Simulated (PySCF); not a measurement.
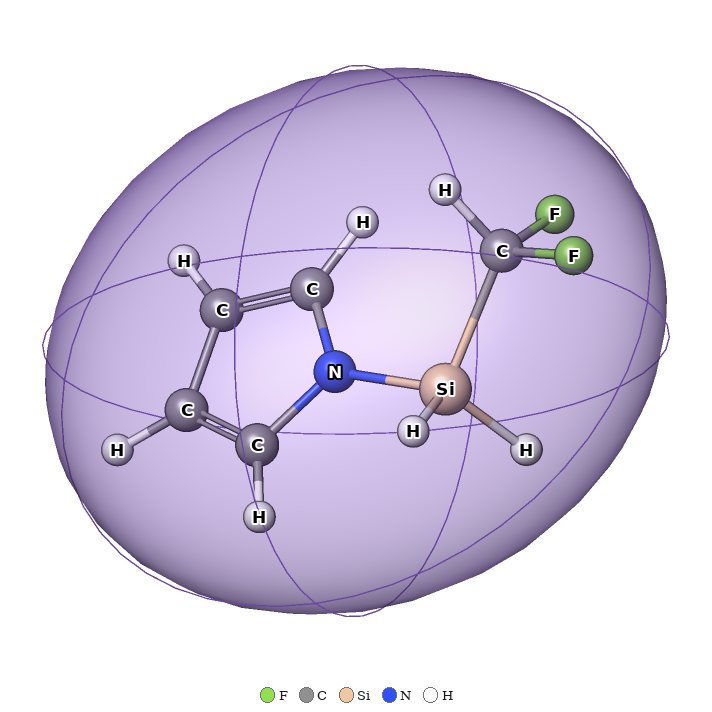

The ellipsoid shows the static dipole polarisability: its half-axes are proportional to the principal values. The geometry was computed by an optimisation with GFN2-xTB. No frequency run is at hand to confirm it as a minimum. Method: PBE0/def2-SVPD (PySCF 2.14.0).

> How large and how anisotropic is the polarisability?

Principal values 66.3, 91.0, 111.1 bohr³; mean 89.5 bohr³ (13.26 Å³); anisotropy 38.9 bohr³, so the longest axis is 1.68 times the shortest.

The geometry is semi-empirical. Around Si such bond lengths and angles can be off by a tenth of an ångström or more and by several degrees, and values that hang on the shape move with them.
